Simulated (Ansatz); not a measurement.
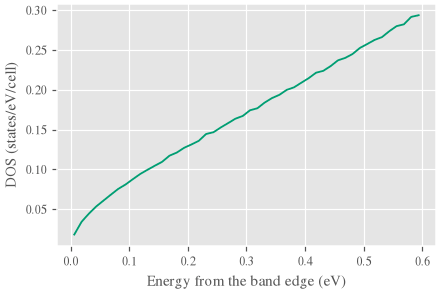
Fig. 1. Density of states of LiGa$_{5}$O$_{8}$ (Pmna) above the conduction band minimum, PBEsol, rigid bands (Ansatz, a first-principles code); cell volume 277.5 Å³.

Problem. What effective density of states at 300 K does this give (∫ g(E) exp(−E/k_BT) dE, both spins, divided by the cell's size)?

Solution. 3.4e18 cm⁻³, a density-of-states mass of 0.26 mₑ, valleys and band degeneracy included.

Spin-orbit coupling is left out. Geometry: cell and atoms relaxed with PBEsol.

Computed structure with no diffraction record at hand here (it may be known, metastable or hypothetical): LiGa5O8 (Pmna).
